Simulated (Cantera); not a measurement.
A closed system holds: 1 mol trisilylamine, a varied amount of N2, equilibrated at 1775 K and 75.0 Torr.

Method: chemical equilibrium by Gibbs-energy minimisation in Cantera with the NASA 1993 tables (ideal gas, pure condensed phases). Candidate condensed phases: Si, Si3N4; 18 gas species. The feed counts by its element totals alone. Mutual solubility and eutectic melting of coexisting phases are not modelled. Gases not in the tables: Si2H6 and higher silanes. The numbers say what is thermodynamically allowed, not how fast it happens.

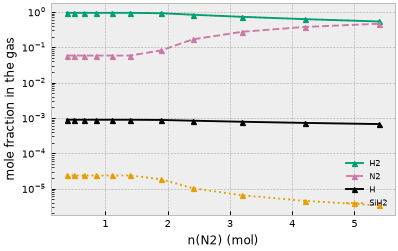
Figure: Equilibrium gas composition (values under 1e-9 drawn at 1e-9)

Q: Read off the mole fractions at 4.2 mol N2.

A: H2 about 0.62, N2 about 0.37, H about 0.00072, SiH2 about 4.5e-6.
